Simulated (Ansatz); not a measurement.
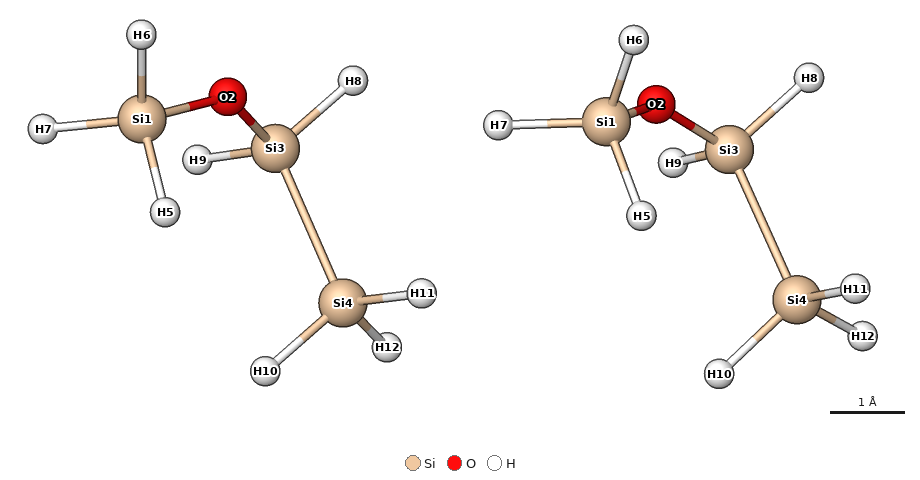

Two geometries of Si$_{3}$H$_{8}$O, drawn at one scale. One is the start of a relaxation, the other its converged end. A ball-and-stick model, seen from a free direction.

Method: RKS PBE0-D4/def2-TZVP (Ansatz 0.2.0). Set-up: force threshold 0.005 eV/Å; at most 150 steps.

### Which geometry has the lower energy?

The right one is the relaxed one. The start comes from PBE-D4/def2-SVP. The energy falls by 1.75 kcal/mol in 44 accepted moves (51 points after the start). Largest force component: 0.65 eV/Å at the start, 0.0026 eV/Å at the end. The line search rejected the trial steps at points 10, 11, 17, 26, 32, 41, 44 of the run. The forces were under the threshold at step 8, but the run went on from there. The atom that moves furthest after the best rigid fit is O2 (0.55 Å). By element the largest moves are O 0.55 Å, H 0.48 Å, Si 0.13 Å. Near-neighbour distances that change, for instance: O2–Si3 1.682 → 1.640 Å, Si1–O2 1.676 → 1.634 Å, Si1–H7 1.506 → 1.484 Å, Si1–H5 1.507 → 1.489 Å. Among the angles between lasting bonds that change: Si1–O2–Si3 139.7° → 145.7°. Groups turn about Si1–O2 by about 60°, O2–Si3 by about 60°. The run took of the order of 9 core-minutes on a shared host.
